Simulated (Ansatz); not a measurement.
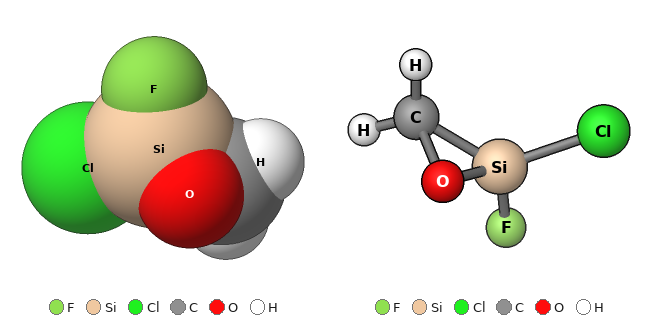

Both panels show the same species.

Give the formula.

CH₂ClFOSi, 7 atoms: 1 carbon, 2 hydrogen, 1 chlorine, 1 fluorine, 1 oxygen and 1 silicon.

Count the bonded pairs by element.

2 C–H, 1 F–Si, 1 Cl–Si, 1 C–Si, 1 C–O, 1 O–Si.

Give a SMILES string for it.

F[Si@@]1(Cl)CO1

Does it have rings?

Independent rings (smallest set): 1 of 3 members.

The parts below concern this one geometry. Atoms keep their numbers from picture to picture. The geometry was computed by an optimisation with PBE0-D4/def2-TZVP.

## Shape

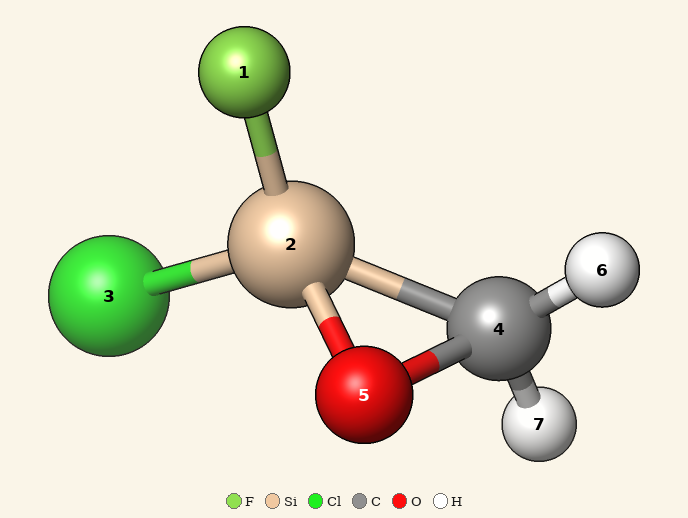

Atoms carry their numbers in the input.

What are the angles F1–Si2–Cl3, F1–Si2–C4, F1–Si2–O5, Cl3–Si2–C4, Cl3–Si2–O5, C4–Si2–O5, Si2–C4–O5, Si2–C4–H6, Si2–C4–H7, O5–C4–H6, O5–C4–H7, H6–C4–H7, Si2–O5–C4?

```
     angle  degrees
F1–Si2–Cl3    107.3
 F1–Si2–C4    123.3
 F1–Si2–O5    118.2
Cl3–Si2–C4    125.7
Cl3–Si2–O5    119.2
 C4–Si2–O5     53.0
 Si2–C4–O5     58.2
 Si2–C4–H6    122.2
 Si2–C4–H7    122.8
  O5–C4–H6    111.7
  O5–C4–H7    111.9
  H6–C4–H7    113.7
 Si2–O5–C4     68.9
```

## Thermal motion

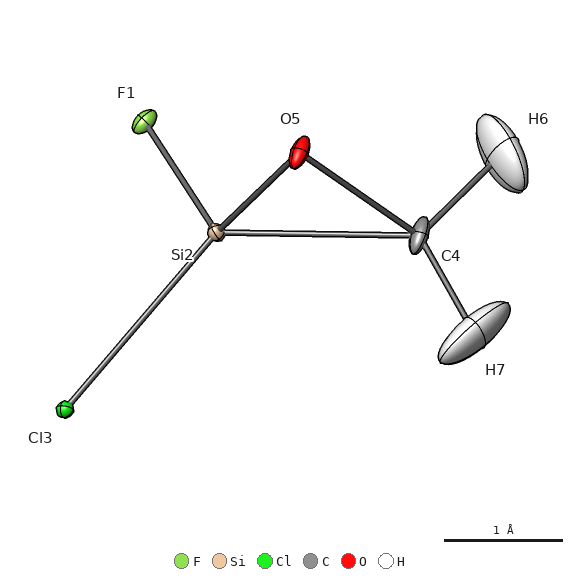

Displacement ellipsoids at the 50 % level, from the internal vibrations of the free molecule (harmonic, no overall translation or rotation; no half-axis is drawn under 0.075 Å). Vibrations computed with RKS PBE0-D4/def2-TZVP (Ansatz 0.2.0). Temperature: 600 K.

Give the displacement parameters, one line for each set of equivalent atoms.

```json
{"atom": "F1", "U_eq (Å²)": "0.0041", "rms amplitudes (Å)": "0.051, 0.056, 0.082"}
{"atom": "Si2", "U_eq (Å²)": "0.0024", "rms amplitudes (Å)": "0.035, 0.052, 0.058"}
{"atom": "Cl3", "U_eq (Å²)": "0.0018", "rms amplitudes (Å)": "0.030, 0.041, 0.052"}
{"atom": "C4", "U_eq (Å²)": "0.0062", "rms amplitudes (Å)": "0.042, 0.062, 0.114"}
{"atom": "O5", "U_eq (Å²)": "0.0050", "rms amplitudes (Å)": "0.033, 0.055, 0.104"}
{"atom": "H6", "U_eq (Å²)": "0.0334", "rms amplitudes (Å)": "0.097, 0.177, 0.244"}
{"atom": "H7", "U_eq (Å²)": "0.0333", "rms amplitudes (Å)": "0.091, 0.164, 0.255"}
```

## Charges

The questions are on Mulliken charges. Method: RKS PBE0-D4/def2-TZVP (Ansatz 0.2.0).

Which atom carries the highest charge (most positive or least negative)?

Si2 (0.74 e).

And the lowest?

O5 (−0.35 e).

Give the Mulliken charges atom by atom.

```
atom  value (e)
  F1      −0.27
 Si2       0.74
 Cl3      −0.17
  C4      −0.22
  O5      −0.35
  H6       0.14
  H7       0.14
```

## Vibrations

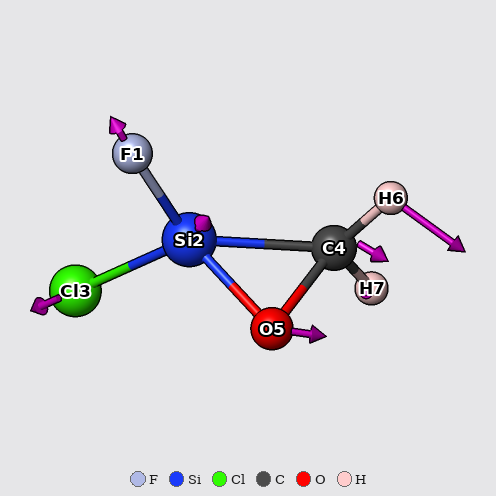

The arrows show one normal mode. Harmonic vibrations computed with RKS PBE0-D4/def2-TZVP (Ansatz 0.2.0) at a stationary point of the same level.

Estimate its harmonic wavenumber.

514 cm⁻¹; it is mode 5 of 15 counted from the lowest.

## Electronic properties

Method: RKS r2SCAN-D4/def2-TZVPP (Ansatz 0.2.0).

What is the dispersion correction?

−3.8 kJ/mol.

What is the HOMO energy (Kohn–Sham orbital)?

−7.17 eV.

Give the dipole moment at this level.

1.60 D.

Give the HOMO–LUMO gap at this level.

6.31 eV.

Mulliken values depend strongly on the basis set and can even reverse the polarity of a bond.
